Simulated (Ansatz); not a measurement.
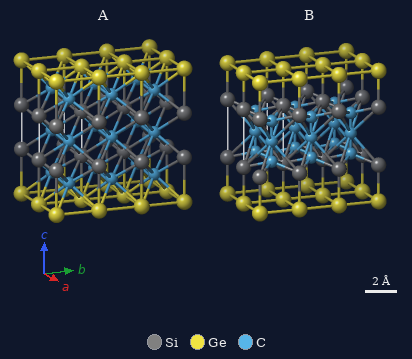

Two geometries of crystalline Si₂GeC₃ (a generated structure, set up in P4/mmm) (coarse preliminary run), drawn at one scale. One is the start of a relaxation, the other its converged end. The picture is a ball-and-stick view of the cell of the calculation, repeated 2 × 3 × 1 with one cell outlined, seen slightly off an axis.

Level of theory: DFT PBE, scalar-relativistic, plane waves, PAW in Ansatz 0.2.0. Set-up: plane-wave cutoff 420 eV; k-point mesh 6 × 6 × 2; occupations gaussian; smearing width 0.1 eV; no spin polarisation; cell and atoms relaxed; force threshold 0.04 eV/Å; at most 70 steps.

### Which geometry has the lower energy?

Structure B is the relaxed one. The largest moves relative to the cell, 1.42 Å, are those of C atoms. Largest moves by element: C 1.42 Å, Si 0.49 Å. Ge stays in place. The drawn cell changes as follows: a = b 3.025 → 2.807 Å (−7.2 %), c 9.045 → 8.856 Å (−2.1 %); the volume changes by −15.7 %. Some distances before and after: C–C 2.861 → 1.378 Å, C–Ge 2.709 → 3.639 Å, Si–Si 2.998 → 3.922 Å, Ge–Si 3.023 → 2.467 Å. New bonds form: C–C (2.86 → 1.38 Å). The space group stays P4/mmm (No. 123). Over 13 accepted moves (14 points after the start) the energy falls by 8.995 eV per cell of the calculation. Largest force component: 0.92 eV/Å at the start, 0.018 eV/Å at the end. Pressure: −21.37 GPa at the start and −0.23 GPa at the end. The SCF was repeated once at an unchanged geometry on a basis and grid sized afresh for the cell, which shifted the energy by 8.1 meV per cell of the calculation at most.
